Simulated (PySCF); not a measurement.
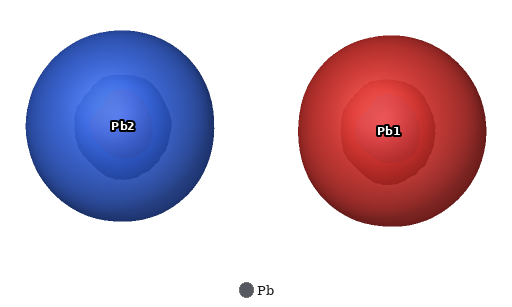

Pb₂ (charge +2). The HOMO−1 at ±0.15 Å⁻³ᐟ² (red and blue are the two phases), seen from one side.

Core potentials replace the inner electrons of Pb.

Level of theory: PySCF 2.14.0, RKS B3LYP, Pb def2-SVP with ECP60; non-relativistic Hamiltonian with scalar-relativistic core potentials where named; density fitting.

```yaml
atoms:
  - { symbol: Pb, position_ang: [0.0000, 0.0000, 1.7813] }
  - { symbol: Pb, position_ang: [0.0000, 0.0000, -1.7813] }
```

Question: Where does this orbital lie, and at what energy?

Answer: Its weight (Hirshfeld) is mainly on Pb1 (about 50 %) and Pb2 (about 50 %); it is of σ type; it is ungerade (odd under inversion). Its energy is −23.15 eV.
